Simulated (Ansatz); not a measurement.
The starting structures come from a database of crystals and need not be the phases stable at ambient conditions.

 Where the default PAW files enter, the runs use the earlier of Ansatz's two default sets.

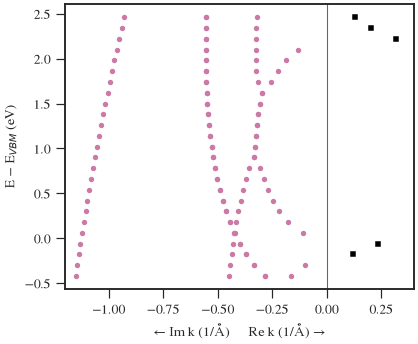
*Complex bands at the centre of the two-dimensional zone; r2SCAN run with Ansatz (a program for electronic structure)*

The gap is the functional's own, uncorrected, and κ follows it; spin-orbit coupling is left out. Mid-gap values are interpolated between the computed energies.

### Question
This is PbIF (P4/nmm, not sure to be the ambient phase, 6 atoms a cell, 26.5 Å³ an atom) along the normal of (001). Read off the slowest decay at the centre of the two-dimensional zone at 1.14 eV, the computed energy nearest the middle of the gap.

### Answer
κ ≈ 0.33 1/Å, a decay length 1/(2κ) of the density of 1.5 Å.
